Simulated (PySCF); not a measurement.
B(F)(GeH3)(Me), SMILES C[B](F)[GeH3] at its B3LYP/def2-SVP optimised geometry (Å):

```
10

B     -0.7792     0.4761     0.0000
F     -0.7911     1.1077     1.1729
Ge    -0.0520    -1.4948     0.0000
H      1.4966    -1.4948     0.0000
H     -0.5033    -2.2892     1.2467
H     -0.4990    -2.2822    -1.2539
C     -1.2978     1.2185    -1.2756
H     -2.2382     0.7357    -1.6039
H     -0.5993     1.1006    -2.1221
H     -1.4966     2.2892    -1.1094
```

Computed with B3LYP/def2-TZVP in PySCF 2.14.0. Cells within 0.4 Å of a nucleus heavier than hydrogen are left out (blank, or x).

Map of the log10 of the electron density (e/bohr³), floored at −4 on the plane z = 1.0 Å:

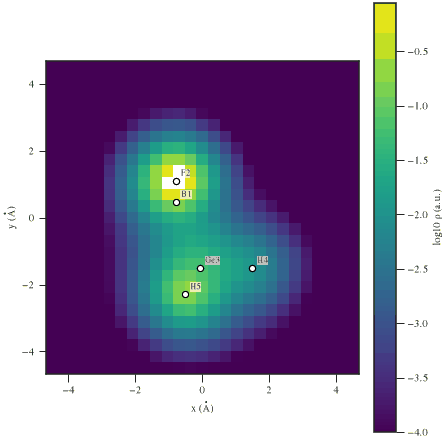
Figure: Log10 of the electron density (e/bohr³), floored at −4 on the plane z = 1.0 Å.
